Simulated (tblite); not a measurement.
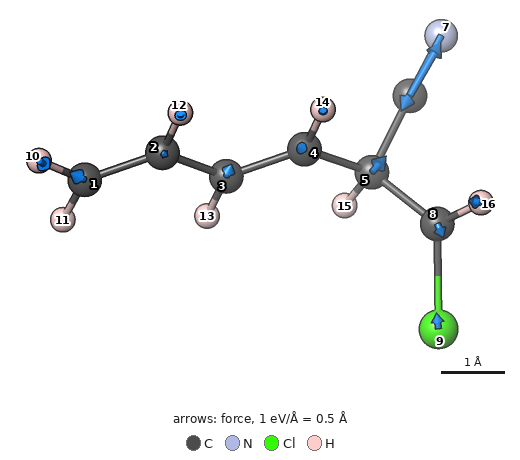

Starting geometry of C₇H₇ClN (multiplicity 2) with the computed forces as blue arrows. A ball-and-stick model, seen at a tilt.

The calculation used tblite, GFN2-xTB geometry optimisation, gas phase. 

Question: Is this structure relaxed? If not, where do the atoms go?

Answer: It isn't relaxed: the largest force vector, on the N atom, is 2.99 eV/Å. The final displacements have little in common with the starting forces (cosine between the two patterns 0.08). The Cl atom moves most after the best rigid fit: 0.64 Å. Largest moves by element: Cl 0.64 Å, H 0.25 Å, N 0.24 Å, C 0.17 Å. Some distances before and after: C–C 1.479 → 1.447 Å, C–Cl 1.717 → 1.691 Å, C–N 1.167 → 1.142 Å, C–H 1.099 → 1.076 Å. Bond angles that change, for instance: C–C–C 111.7° → 105.2°, C–C–H 125.5° → 120.5°, Cl–C–H 114.1° → 116.4°. Over 116 geometry steps the energy falls by 10.7 kJ/mol. Cost: 1.2 s on 1 thread of AMD EPYC 7R43 64-Core Processor, on a shared host.
